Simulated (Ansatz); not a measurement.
A series of calculations on MgC$_{18}$

Part 1: Relaxation

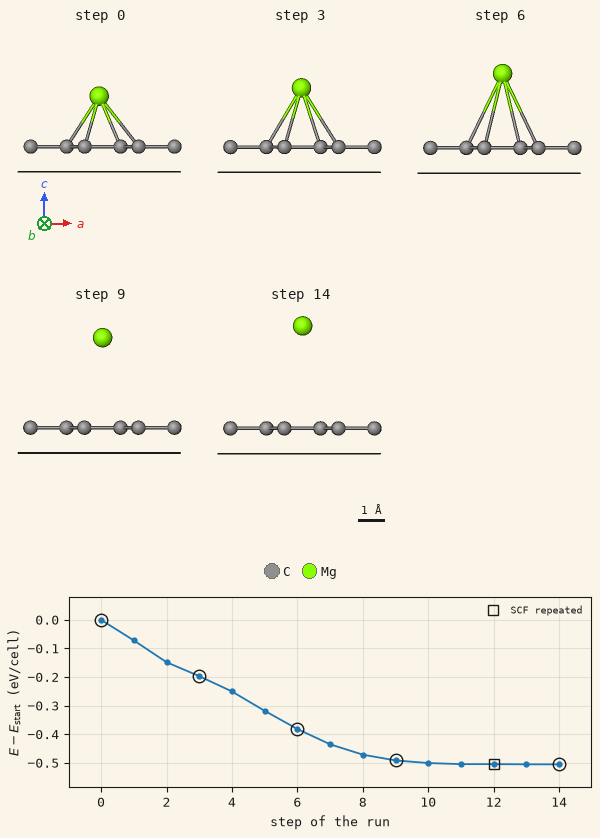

Frames of a relaxation of a slab of composition MgC₁₈, marked on the history of the run. A ball-and-stick model of the cell of the calculation, outlined in the plane, without the vacuum (origin shifted), seen along the b axis.

It is Mg on graphene monolayer, set down by a guess. The run prepares an end point of a later path (adatom hop) calculation, from a guessed geometry.

All numbers below come from DFT PBE, scalar-relativistic, plane waves, PAW in Ansatz 0.2.0. Settings: plane-wave cutoff 420 eV; k-point mesh 2 × 2 × 1; occupations fermi dirac; smearing width 0.02 eV; no spin polarisation; atoms relaxed in a fixed cell; force threshold 0.03 eV/Å; at most 60 steps.

Describe the path.

The Mg atom moves most relative to the layer's centre: 2.00 Å at 13° to the normal (+c side). By element the largest moves are Mg 2.00 Å, C 0.11 Å. The lattice vectors keep their values. Among the contacts that change: C–Mg 2.234 → 4.304 Å, C–Mg 2.320 → 4.302 Å, C–Mg 2.415 → 4.298 Å, C–Mg 2.571 → 4.293 Å. Bonds break: C–Mg (2.23 → 4.30 Å), C–Mg (2.32 → 4.30 Å), C–Mg (2.42 → 4.30 Å), C–Mg (2.57 → 4.29 Å). The energy falls by 0.505 eV per cell of the calculation in 13 accepted moves (14 points after the start). Largest force component: 0.94 eV/Å at the start, 0.006 eV/Å at the end. 1 step only repeated the SCF at the same geometry. From step 0 to 3: the Mg atom moves most (0.44 Å), energy −0.197 eV per cell of the calculation. From step 3 to 6: the Mg atom moves most (0.58 Å), energy −0.185 eV per cell of the calculation. From step 6 to 9: the Mg atom moves most (0.59 Å), energy −0.110 eV per cell of the calculation. From step 9 to 14: the Mg atom moves most (0.47 Å), energy −13.7 meV per cell of the calculation.

```csv
step,"E − E(0), meV/atom","largest force component, eV/Å",note
0,0.00,0.9396,
1,-3.78,0.6156,
2,-7.79,0.2666,
3,-10.35,0.2315,
4,-13.18,0.2989,
5,-16.73,0.3251,
6,-20.08,0.2855,
7,-22.89,0.2122,
8,-24.80,0.1311,
9,-25.85,0.1024,
10,-26.34,0.1536,
11,-26.54,0.0251,
12,-26.54,0.0241,"same geometry, SCF repeated"
13,-26.57,0.0109,
14,-26.58,0.0060,
```

Limits of the set-up: the periodic images lie only 7.4 Å apart, so the values are limited by the cell's size.

Part 2: Relaxation

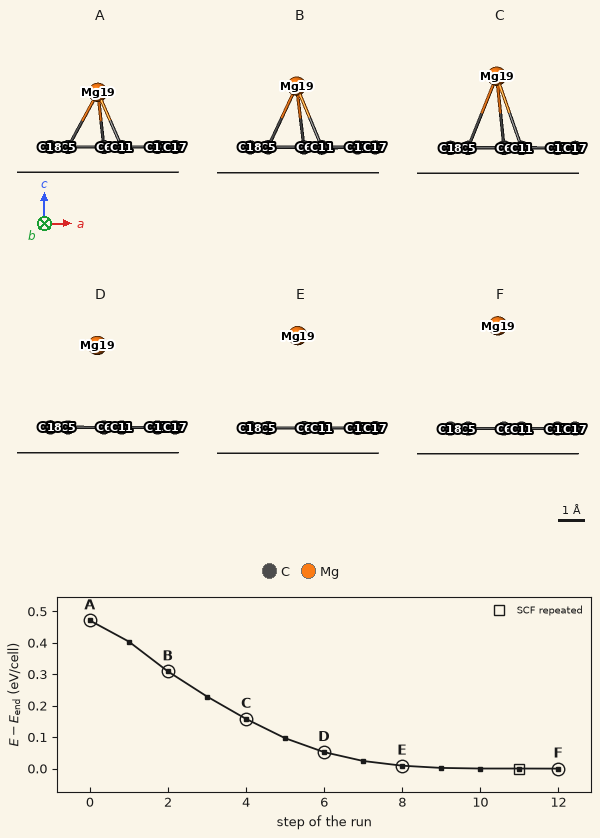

Frames of a relaxation of a slab of composition MgC$_{18}$, marked on the history of the run. Style: ball-and-stick. Shown: the cell of the calculation, outlined in the plane, without the vacuum (origin shifted), along the b axis.

It is Mg on graphene monolayer, set down by a guess. The run prepares an end point of a later path (adatom hop) calculation, from a guessed geometry.

Method: DFT PBE, scalar-relativistic, plane waves, PAW (Ansatz). (plane-wave cutoff 420 eV; k-point mesh 2 × 2 × 1; occupations fermi dirac; smearing width 0.02 eV; no spin polarisation; atoms relaxed in a fixed cell; force threshold 0.03 eV/Å; at most 60 steps)

Describe the path.

Answer. After 11 accepted moves (12 points after the start) the energy has fallen by 0.471 eV per cell of the calculation. Largest force component: 0.86 eV/Å at the start, 0.0095 eV/Å at the end. 1 step only repeated the SCF at the same geometry. The largest move relative to the layer's centre is that of the Mg atom, 1.82 Å along the normal (+c). Largest moves by element: Mg 1.82 Å, C 0.10 Å. The cell doesn't change. Near-neighbour distances that change, for instance: C–Mg 2.231 → 4.128 Å, C–Mg 2.516 → 4.287 Å, C–C 1.424 → 1.411 Å. Bonds break: C–Mg (2.23 → 4.13 Å), C–Mg (2.52 → 4.29 Å). The run took 53 s on 1 thread of AMD EPYC 7B13 (Zen 3) (shared host), peak memory 0.72 GiB. From step 0 to 2: the Mg atom moves most (0.27 Å), energy −0.162 eV per cell of the calculation. From step 2 to 4: the Mg atom moves most (0.40 Å), energy −0.151 eV per cell of the calculation. From step 4 to 6: the Mg atom moves most (0.39 Å), energy −0.106 eV per cell of the calculation. From step 6 to 8: the Mg atom moves most (0.39 Å), energy −43.1 meV per cell of the calculation. From step 8 to 12: the Mg atom moves most (0.39 Å), energy −9.3 meV per cell of the calculation.

Limits of the set-up: the periodic images lie only 7.4 Å apart, so the values are limited by the cell's size.

Part 3: Path

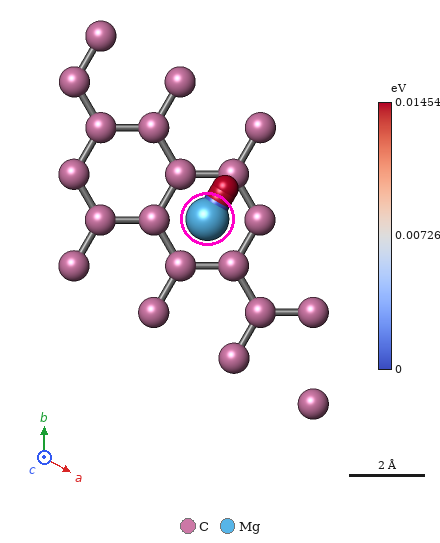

NEB run on Mg on graphene monolayer (19 atoms in the cell). Images are numbered from 0 (start) to 6 (end). The start is drawn whole; smaller spheres mark the moving atoms (Mg) in the later images, joined by lines and coloured by the energy of the image relative to the start. Style: ball-and-stick. Shown: the simulation cell, with the vacuum cut short (origin moved), along the c axis. The moving atom is ringed, with any periodic copies. Bonds to atoms that aren't drawn are left out.

Theory: Ansatz 0.2.0, DFT PBE, scalar-relativistic, plane waves, PAW.

The input:
```yaml
crystal:
  lattice:
    - [7.398, 0.0, 0.0]
    - [-3.699, 6.406856, 0.0]
    - [0.0, 0.0, 13.0]
  atoms:
    - { symbol: C, position: [-0.00054377, -0.00447402, 0.06860902] }
    - { symbol: C, position: [0.22037408, 0.10598536, 0.06861309] }
    - { symbol: C, position: [-0.00255213, 0.32890085, 0.06860718] }
    - { symbol: C, position: [0.22238181, 0.44136725, 0.06861343] }
    - { symbol: C, position: [-0.0005013, 0.66423205, 0.06863254] }
    - { symbol: C, position: [0.22032948, 0.77464719, 0.06861591] }
    - { symbol: C, position: [0.33079097, -0.00443358, 0.06860694] }
    - { symbol: C, position: [0.55572746, 0.10803572, 0.06858048] }
    - { symbol: C, position: [0.33284314, 0.33092359, 0.06857317] }
    - { symbol: C, position: [0.55366352, 0.44132491, 0.06861516] }
    - { symbol: C, position: [0.3327969, 0.66218211, 0.06857969] }
    - { symbol: C, position: [0.55370012, 0.77263971, 0.06860018] }
    - { symbol: C, position: [0.66616984, -0.00242222, 0.06861403] }
    - { symbol: C, position: [0.88698797, 0.10799552, 0.0685779] }
    - { symbol: C, position: [0.66613282, 0.32885812, 0.06860363] }
    - { symbol: C, position: [0.88703271, 0.43930109, 0.06857384] }
    - { symbol: C, position: [0.66410543, 0.66222329, 0.06858154] }
    - { symbol: C, position: [0.88903937, 0.77468912, 0.06860819] }
    - { symbol: Mg, position: [0.11128766, 0.88949785, 0.38057908] }
basis:
  ecutwfc: 420.0
kpoints:
  mp_grid: { grid: [2, 2, 1] }
hamiltonian:
  xc: pbe
scf:
  occupations: { method: fermi_dirac, width: 0.02 }
  lower_state_search: "off"
neb:
  images: 5
  f_tol: 0.03
  initial_path: linear
  max_iterations: 62
  optimiser: lbfgs
  spring: 10.0
  final_atoms:
    - { symbol: C, position: [-0.0005025, -0.0009733, 0.06910647] }
    - { symbol: C, position: [0.2227194, 0.11210547, 0.06905371] }
    - { symbol: C, position: [-0.00049969, 0.33235155, 0.06918209] }
    - { symbol: C, position: [0.22270643, 0.44542124, 0.06916668] }
    - { symbol: C, position: [-0.00049324, 0.66568019, 0.06920329] }
    - { symbol: C, position: [0.22271054, 0.77874967, 0.06916821] }
    - { symbol: C, position: [0.33286253, -0.0009733, 0.06910647] }
    - { symbol: C, position: [0.55606052, 0.11209483, 0.06913158] }
    - { symbol: C, position: [0.33284725, 0.33236117, 0.06913523] }
    - { symbol: C, position: [0.55604814, 0.44542124, 0.06916668] }
    - { symbol: C, position: [0.33284061, 0.66567951, 0.06917692] }
    - { symbol: C, position: [0.55604293, 0.77875254, 0.06918365] }
    - { symbol: C, position: [0.66618333, -0.00096668, 0.06916047] }
    - { symbol: C, position: [0.88936765, 0.11209483, 0.06913158] }
    - { symbol: C, position: [0.66618458, 0.33235155, 0.06918209] }
    - { symbol: C, position: [0.88937363, 0.44541392, 0.06923816] }
    - { symbol: C, position: [0.66617223, 0.66567951, 0.06917692] }
    - { symbol: C, position: [0.88937246, 0.77874967, 0.06916821] }
    - { symbol: Mg, position: [0.18518835, 1.03704336, 0.38439242] }
  order_check: true
```

Run as
```bash
ansatz run input.yaml --threads 1 --pin off --max-ram 3072MiB --backend cpu --events-out ev --progress --plain --runs-dir out
```

Q: Describe the path and its energy.

A: The Mg atom travels furthest, 0.95 Å from end to end, on a straight line. No barrier shows: the energy is highest at the end, and the end lies 0.015 eV above the start. The band converged in 6 iterations. The largest component of the band force went from 0.34 to 0.03 eV/Å.

Limits of the set-up: the periodic images lie only 7.4 Å apart, so the values are limited by the cell's size.
